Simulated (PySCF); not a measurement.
# C$_{6}$H$_{5}$S (doublet): what the fields show

```xyz
12

C     2.7439   -0.6319   -0.1677
C     1.6111   -0.3587   -0.4419
C     0.2290   -0.0276   -0.7103
C    -0.2859    1.0326    0.2096
C    -1.3374    0.6439    0.9861
C    -1.7719   -0.6554    0.7827
S    -0.8692   -1.4961   -0.4227
H     3.7439   -0.8623    0.0499
H     0.1227    0.2397   -1.7699
H     0.1990    1.9902    0.2371
H    -1.8101    1.2882    1.7082
H    -2.5738   -1.1633    1.2776
```

Geometry: GFN2-xTB.

The calculation used UKS B3LYP, pcH-1 on C H S, non-relativistic, mean-field spin-orbit, GIAO in PySCF.

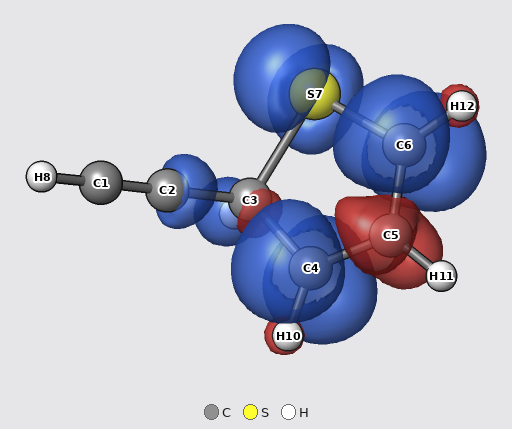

Figure 1. Isosurfaces of the spin density (α minus β) at +0.015 (blue) and −0.015 e/Å³ (red), seen across its widest extent.

Question: Describe the spin distribution.

Answer: The unpaired spin (1 electron) lies mostly on C6 (about 0.4), C4 (about 0.3) and S7 (about 0.2), in electrons by Hirshfeld's partition.

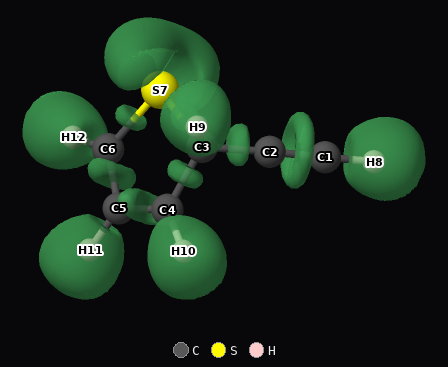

Figure 2. Isosurface of the electron localisation function at 0.85 (green), seen at an oblique angle. Only the valence region is drawn (cores and ρ < 0.01 e/Å³ removed).

Question: Describe the localisation domains.

Answer: At this value the surface marks out five regions between bonded C–C atoms (shared pairs), two regions between bonded C–S atoms (shared pairs), five regions around hydrogen nuclei and one lobe on S, pointing away from the bonds (non-bonding electrons, which may merge into one lobe). Profiles from the grid: C–C (1.20 Å): the ELF peaks at about 0.85 between the atoms: a short, multiple covalent bond. C–S (1.72 Å): the ELF peaks at about 0.90 between the atoms (localised, covalent bonding).

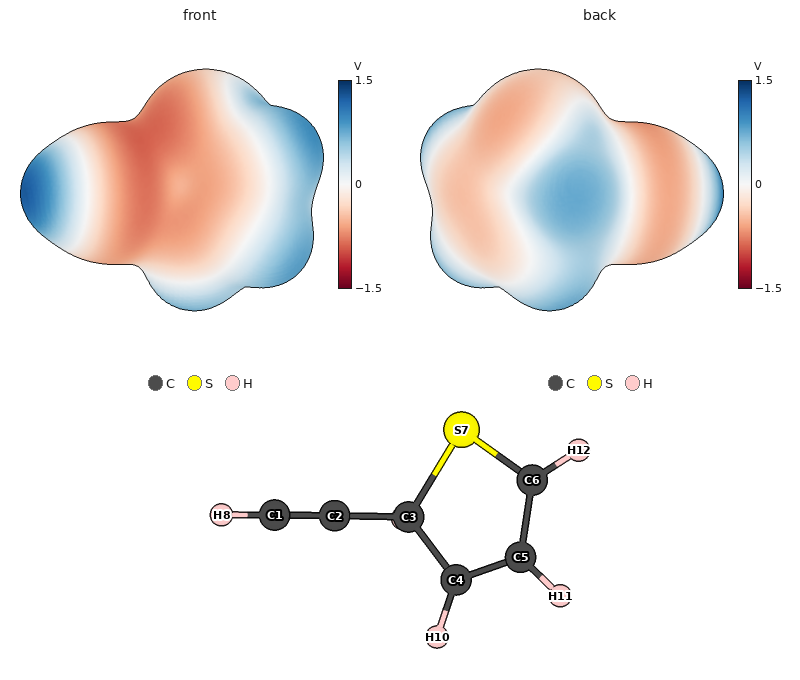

Figure 3. The electrostatic potential painted on the density surface at 0.001 e/bohr³, seen from the front and from behind; red is negative and blue positive. The bare structure is drawn below in the same view.

Question: Describe the electrostatic potential map.

Answer: The most negative region (about −0.9 V) lies over C1, C2 and S7, the most positive (about +1.2 V) over H8.
